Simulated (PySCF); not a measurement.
# F₄Ti, SMILES `F[Ti](F)(F)F`: electronic structure

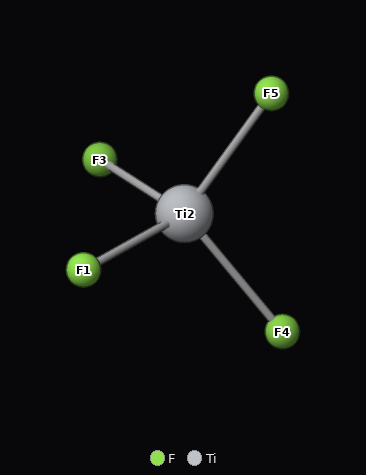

The molecule, with its atoms numbered as below. No frequency check shows the geometry to be a minimum.

Geometry (Å), atoms numbered from 1:

```
F1       0.9774   -0.8138   -1.1160
Ti2     -0.0002    0.0000   -0.0001
F3       0.9774    0.8138    1.1160
F4      -0.9772   -1.1165    0.8135
F5      -0.9772    1.1165   -0.8134
```

### 1. Bonding charge

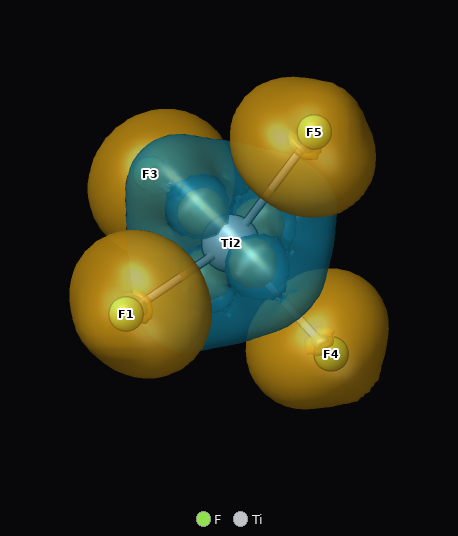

Deformation density (molecule less spherical, spin-averaged free atoms at the same positions), surfaces at ±0.04 e/Å³; yellow: gain, teal: loss.

Level of theory: PBE/def2-SVP (PySCF), at a geometry from GFN2-xTB. This is a single-reference result, which may miss multireference character in this system.

> Describe the bonding that the map shows.

Ti2–F5, Ti2–F4, F1–Ti2 and Ti2–F3: +0.07 e/Å³ at the bond critical point (bond length 1.69 Å, Mayer order 1.1); up to 0.6 Å beside the axis the gain reaches +0.24 e/Å³. In all, 1.0 electrons gather in the regions of gain relative to the promolecule. A small or negative value marks a very polar bond, one between electron-rich atoms, whose free-atom densities already overlap strongly, a long bond to a heavier atom, or a closed-shell contact such as a hydrogen bond.

> Where do the Hirshfeld charges lie?

The highest Hirshfeld charge is on Ti2 (+0.74 e), the lowest on F1, F3, F4 and F5 (−0.18 e).

| atom | charge (e) |
| --- | --- |
| F1 | −0.18 |
| Ti2 | +0.74 |
| F3 | −0.18 |
| F4 | −0.18 |
| F5 | −0.18 |

### 2. Electrostatic potential

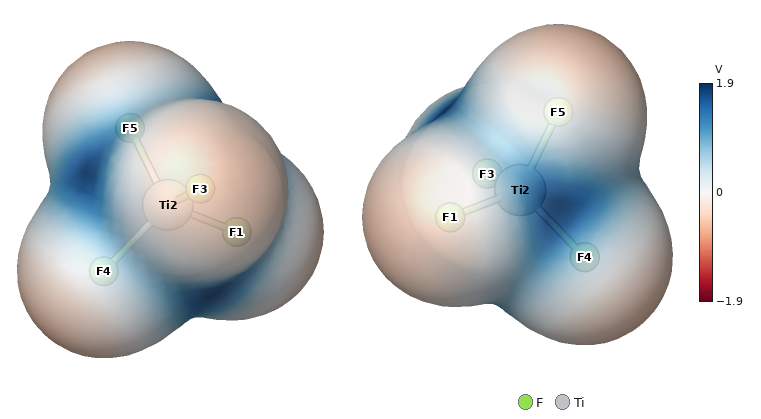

Electrostatic potential on the surface of electron density 0.001 a.u. (back view left, front view right).

> Where are the extremes of the potential on the surface?

Highest: 1.87 V, off the Ti2–F4 bond (2.0 to 2.1 Å from its atoms). Lowest: −0.48 V, 1.6 Å from F4, and at like points elsewhere. The surface is sampled at points, so like sites can differ by a few per cent and only the strongest of them is named.

### 3. In an electric field

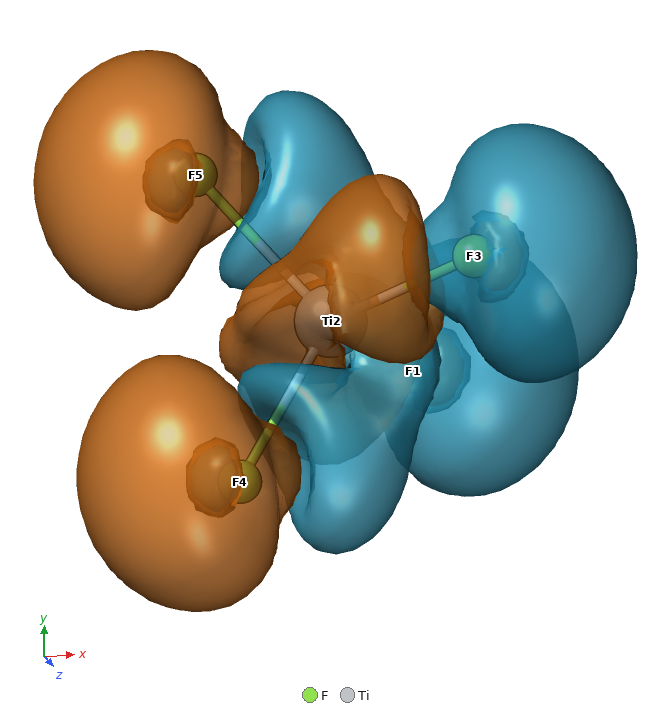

Change of the electron density in a uniform field of 0.41 V/Å, surfaces at ±0.0015 e/Å³ (light blue: gain, orange: loss).

PySCF calculation, PBE0/def2-SVPD, gas phase; geometry: GFN2-xTB. This is a single-reference result, which may miss multireference character in this system.

> Along which Cartesian direction does the field point?

Along −x: electrons gather on the +x side, against the field.

> How large is the response?

The induced dipole is 0.63 D (along the field); α along this axis, from the fields in both directions, is 31 bohr³ (4.6 Å³).

> Which atoms gain and lose the most charge?

Electrons gather most on F1 and F3 alike (Hirshfeld charge changes by −0.014 e) and leave F4 and F5 alike most (+0.014 e); 0.063 electrons are displaced in all.

### 4. Localised orbitals

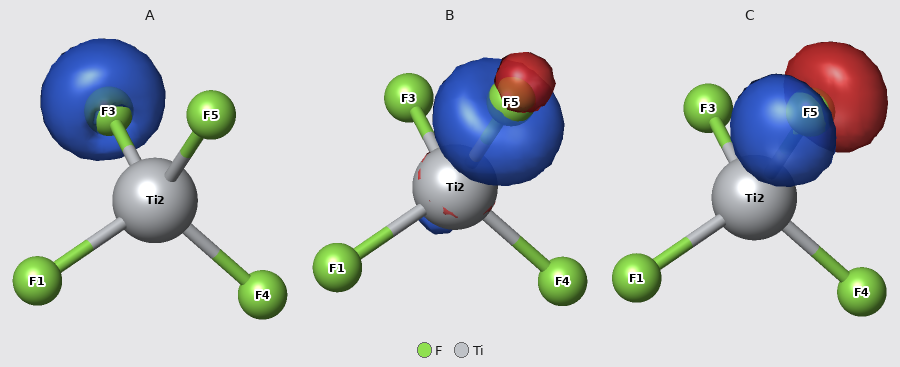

Pipek–Mezey orbitals, occupied; each surface holds about 80 % of the orbital's density. Energies are diagonal elements of the Fock matrix.

Computed with PySCF, PBE0/def2-SVPD, geometry: GFN2-xTB. This is a single-reference result, which may miss multireference character in this system.

> Name the orbitals, with their atomic make-up and energies.

By panel:
- A: lone pair on F3 (s-type) (F3 99 %; −26.2 eV)
- B: pair mostly on F5, shared in part with Ti2 (F5 84 %, Ti2 16 %; −20.7 eV)
- C: lone pair on F5 (p-type) (F5 93 %, Ti2 6 %; −13.4 eV)
